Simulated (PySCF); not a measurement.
Molecule: Zn(F)(Br), SMILES [F][Zn][Br]. Atoms near the plane z = 0.8 Å, at the PBE0/def2-SVP optimised geometry (x, y, z in Å): Zn1 (-0.2, 0.0, 0.0), F2 (-2.0, 0.0, 0.0), Br3 (2.0, 0.0, 0.0).

Computed with PBE0/def2-TZVP in PySCF. The values are rescaled to run from 0 to 1.

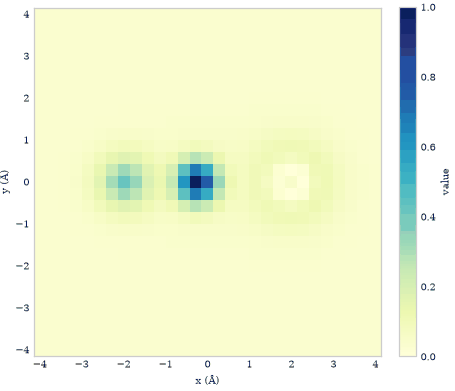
*a field on the plane z = 0.8 Å.*

Q: Which quantity is mapped?
A. an orbital amplitude
B. log10 of the electron density
C. Laplacian of the electron density
D. deformation density (molecule minus spherical neutral atoms)

A: C, Laplacian of the electron density. In full: Laplacian of the electron density (e/bohr⁵).
